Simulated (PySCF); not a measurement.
**H5NSi, SMILES `N[SiH3]`: what the electrons do**

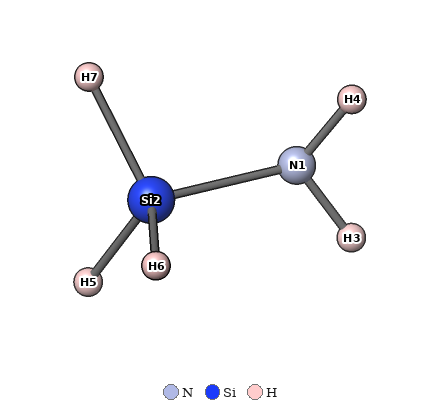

The molecule, with its atoms numbered as below. No frequency check shows the geometry to be a minimum.

Coordinates in Å:

```
N1      -1.1407    0.0003    0.0682
Si2      0.5808    0.0004   -0.0022
H3      -1.6365   -0.8246   -0.2298
H4      -1.6375    0.8202   -0.2404
H5       0.9868   -1.2149    0.6985
H6       1.1558   -0.0144   -1.3572
H7       0.9854    1.2255    0.6826
```

### 1. Bonding charge

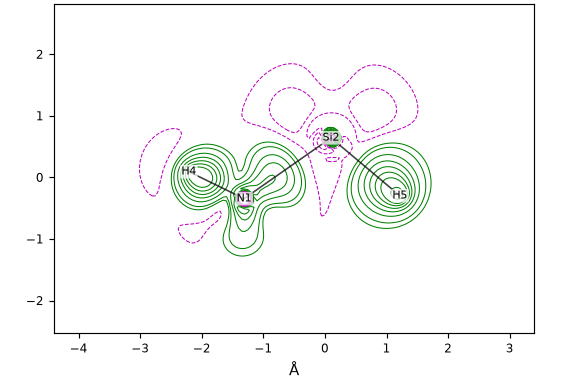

Deformation density (molecule less spherical, spin-averaged free atoms) in the plane of N1, Si2, H4 and H5; contours at ±0.05 to ±0.8 e/Å³; solid green lines: gain, dashed magenta lines: loss.

Level of theory: M06-2X/def2-SVPD (PySCF), at a geometry from GFN2-xTB.

> How much density has each bond in this plane gained at its critical point, relative to the free atoms?

N1–H4: +0.82 e/Å³ at the bond critical point (bond length 1.01 Å). Si2–H5: +0.19 e/Å³ at the bond critical point (bond length 1.46 Å). N1–Si2: +0.08 e/Å³ at the bond critical point (bond length 1.72 Å); up to 0.6 Å beside the axis the gain reaches +0.40 e/Å³. In all, 1.6 electrons gather in the regions of gain relative to the promolecule. A small or negative value marks a very polar bond, one between electron-rich atoms, whose free-atom densities already overlap strongly, a long bond to a heavier atom, or a closed-shell contact such as a hydrogen bond.

> Where do the Hirshfeld charges lie?

The highest Hirshfeld charge is on Si2 (+0.36 e), the lowest on N1 (−0.31 e).

```json
{"atom": "N1", "charge (e)": "−0.31"}
{"atom": "Si2", "charge (e)": "+0.36"}
{"atom": "H3", "charge (e)": "+0.11"}
{"atom": "H4", "charge (e)": "+0.11"}
{"atom": "H5", "charge (e)": "−0.09"}
{"atom": "H6", "charge (e)": "−0.10"}
{"atom": "H7", "charge (e)": "−0.09"}
```

### 2. Electrostatic potential

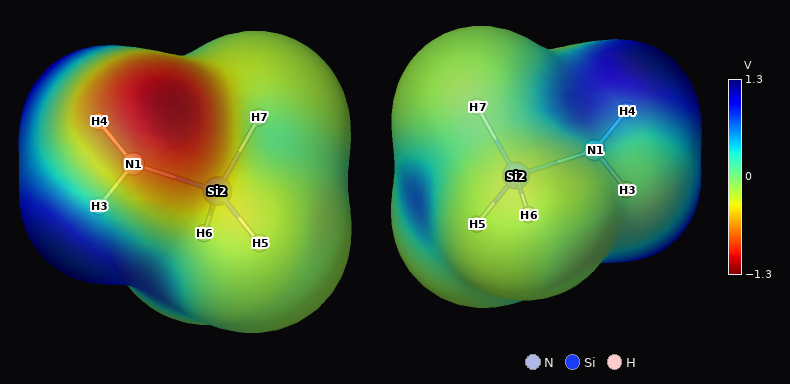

Electrostatic potential on the surface of electron density 0.001 a.u. (back view left, front view right).

> Where are the extremes of the potential on the surface?

Highest: 1.30 V, 1.3 Å from H4, and at like points elsewhere. Further maxima include 0.76 V, near Si2 (2.04 Å), H5 (2.07 Å), H7 (2.09 Å) and H6 (2.16 Å); 0.10 V, near H5 (1.95 Å), H7 (1.98 Å) and Si2 (2.11 Å). Lowest: −1.18 V, 2.0 Å from N1. Further minima include −0.18 V, 1.5 Å from H6. The surface is sampled at points, so like sites can differ by a few per cent and only the strongest of them is named.

> What volume does the surface enclose, and what is the dipole moment?

About 77 Å³; the dipole moment is 1.1 D.

### 3. Excited states

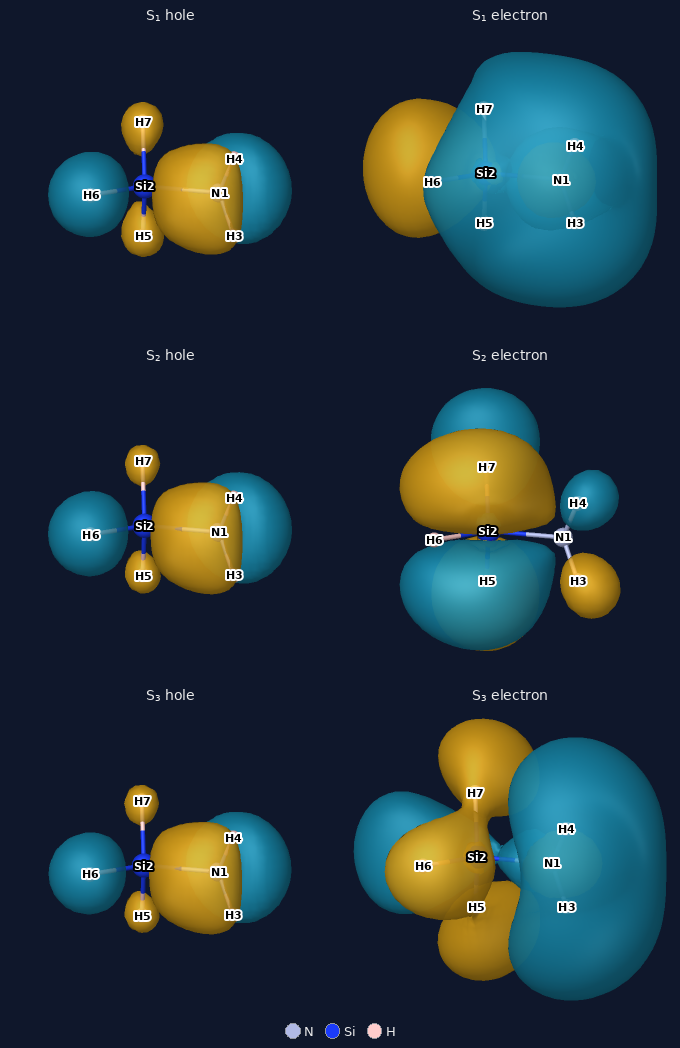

Leading natural transition orbitals (full linear response singlet states).

Level of theory: B3LYP/def2-SVP (PySCF), at a geometry from GFN2-xTB. Without diffuse functions Rydberg states are missing, so the states' numbers hold for this basis only.

> Describe these excited states.

By state:
- S₁: 6.33 eV (196 nm), f = 0.010, partly diffuse acceptor orbital, which a basis without diffuse functions describes poorly; the leading pair carries 100 %; hole on N1 (65 %), Si2 (13 %) and H6 (9 %), electron on Si2 (41 %), N1 (15 %) and H3 and H4 (13 % each) (atom shares of so diffuse an orbital are rough); their centroids lie 0.6 Å apart.
- S₂: 7.74 eV (160 nm), f = 0.006; the leading pair carries 100 %; hole on N1 (66 %), Si2 (13 %) and H6 (9 %), electron on Si2 (50 %), H5 and H7 (14 % each) and H6 (9 %); their centroids lie 1.3 Å apart.
- S₃: 8.21 eV (151 nm), f = 0.023, partly diffuse acceptor orbital, which a basis without diffuse functions describes poorly; the leading pair carries 99 %; hole on N1 (66 %), Si2 (13 %) and H6 (8 %), electron on Si2 (24 %), H3 and H4 (20 % each) and N1 (15 %) (atom shares of so diffuse an orbital are rough); their centroids lie 0.2 Å apart.

### 4. Removing or adding an electron

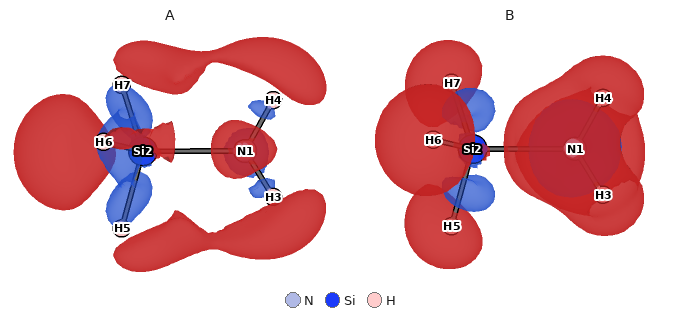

The two Fukui functions at ±0.02 e/Å³ (red positive, blue negative).

Method: BLYP/cc-pVDZ; geometry: GFN2-xTB; program: PySCF.

> Which panel is f⁻ (electron removed) and which f⁺ (electron added)?

A is f⁺, B is f⁻. f⁻ (Hirshfeld-condensed) is largest on N1 (0.30) and Si2 (0.19); the vertical ionisation energy is 9.32 eV. f⁺ (Hirshfeld-condensed) is largest on Si2 (0.36); the vertical electron affinity is −2.73 eV (the stability of the anion's solution wasn't checked; negative, but this basis has no diffuse functions, so it doesn't show that the anion is unbound).

> What chemical potential and hardness follow from the two energies?

μ = −(I + A)/2 = −3.29 eV and η = I − A = 12.05 eV.

### 5. Localised orbitals

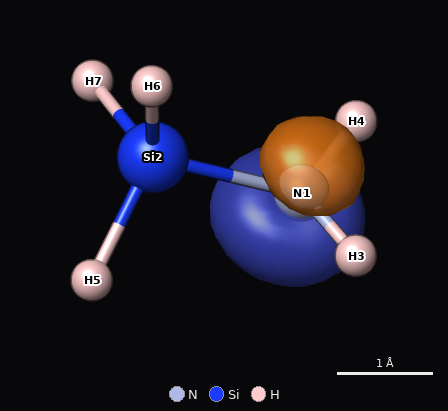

Intrinsic bond orbitals (IBO), occupied; each surface holds about 70 % of the orbital's density. Energies are diagonal elements of the Fock matrix.

Computed with PySCF, PBE0/def2-SVP, geometry: GFN2-xTB.

> What does this orbital represent?

Lone pair on N1 (sp10.1-type) (N1 94 %, Si2 4 %; −7.8 eV).

> How do all the valence pairs divide up?

7 pairs: 6 σ bonds and 1 lone pair.

### 6. Stretching a bond

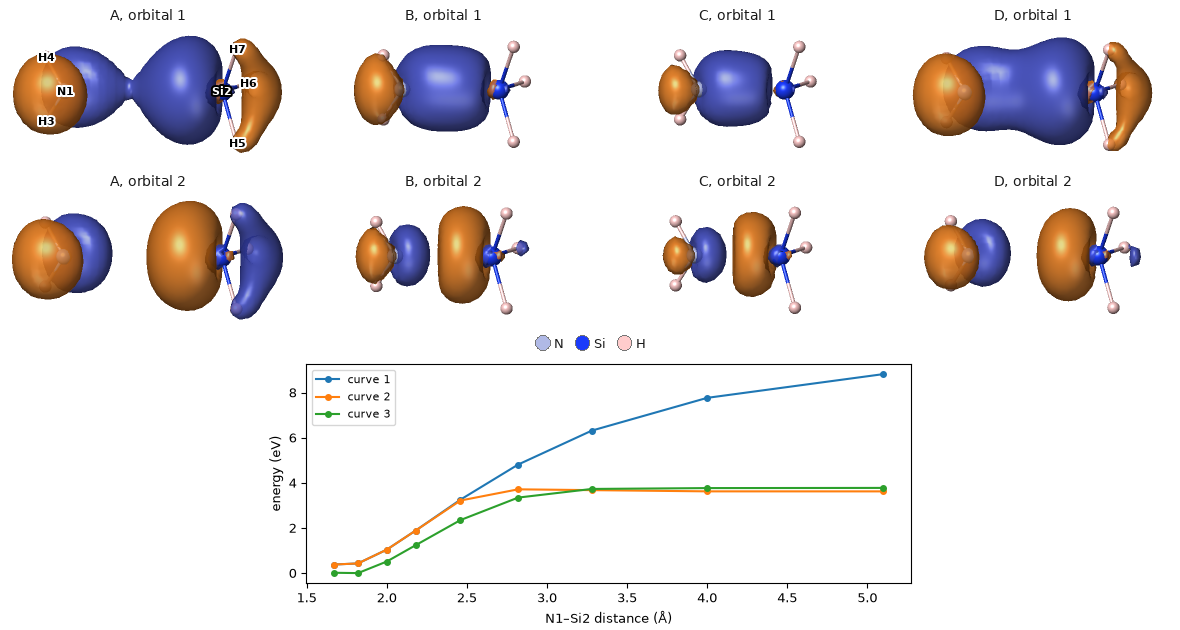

Rigid stretch of the N1–Si2 bond. The two CASSCF(2,2) natural orbitals nearest half filling (orbital 1 the more occupied). Below: energies along the scan, from the lowest point of the three curves.

Method: 6-311G** basis; geometry: GFN2-xTB; program: PySCF.

> The columns are at 2.18, 2.46, 3.28 and 4.00 Å, in some order. Assign them, and give the occupations.

A: 4.00 Å, occupations 1.11 and 0.89. B: 2.46 Å, occupations 1.90 and 0.10. C: 2.18 Å, occupations 1.95 and 0.05. D: 3.28 Å, occupations 1.36 and 0.64.

> Which curve is which method?

Curve 1 is RHF. Curve 2 is UHF. Curve 3 is CASSCF(2,2). RHF rises too steeply because it keeps both electrons in one orbital and so mixes in ionic fragments.

> Where does the UHF solution part from RHF?

Between 2.18 Å (⟨S²⟩ = 0, the two coincide) and 2.46 Å (⟨S²⟩ = 0.26); at 5.10 Å ⟨S²⟩ is 1.01 and UHF lies 5.2 eV below RHF.

> How much energy does the stretch cost?

By CASSCF, 3.8 eV from the lowest point of the scan (1.82 Å) to 5.10 Å; RHF gives 8.4 eV from its own lowest point. The fragments aren't relaxed and dynamic correlation is missing, so this isn't a bond dissociation energy.

The PySCF runs shown took 6 s, 27 s, 35 s, 2.2 s and 38 s on 1 thread of Intel(R) Xeon(R) 6975P-C (Granite Rapids), with other jobs on the host.
